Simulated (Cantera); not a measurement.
Feed: 1 mol Ca(OH)2, 0.17 mol CO2, 0.64 mol H2O, equilibrated at 79000 Pa.

Equilibrium computed with Cantera from the NASA thermochemical tables; the gas is ideal and each condensed phase is pure. Candidate condensed phases: C, C6H6, C7H8, C8H18, Ca, CaCO3, CaO, Ca(OH)2, H2O; 115 gas species. The numbers say what is thermodynamically allowed, not how fast it happens.

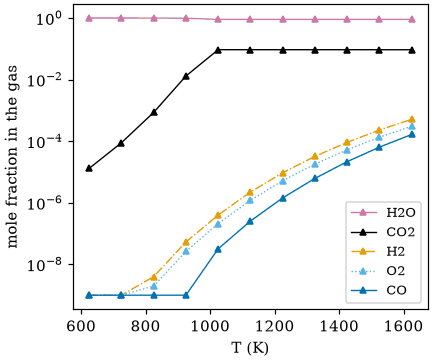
Equilibrium gas composition (values under 1e-9 drawn at 1e-9)

From 625 K to 725 K the condensed part is CaCO3(calcite) + Ca(OH)2(s). From 825 K to 925 K the condensed part is CaCO3(calcite) + CaO(s). From 1025 K to 1625 K the condensed part is CaO(s).
